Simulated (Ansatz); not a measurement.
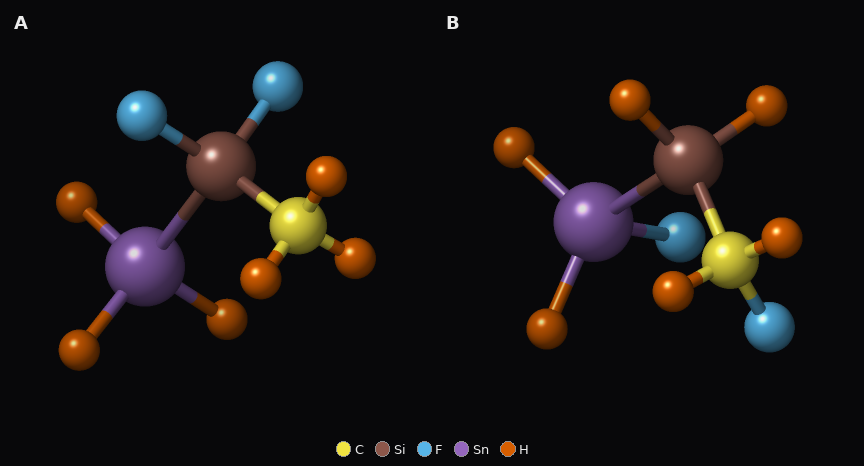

2 stationary structures of one formula. Geometries: PBE0-D4/def2-TZVP. Electronic energies: CCSD(T)/CBS (MP2 limit from def2-TZVPP and def2-QZVPP plus CCSD(T) − MP2) (Ansatz 0.2.0), without zero-point energy. No frequency run is at hand to confirm each as a minimum. Each is one conformer, not always the lowest.

> How are they related?

They are constitutional isomers of CH6F2SiSn: A `C[Si](F)(F)[SnH3]`, B `FC[SiH2][SnH2][F]`.

> Which structure is the most stable?

A is lowest; B lies 3.597 eV above it.
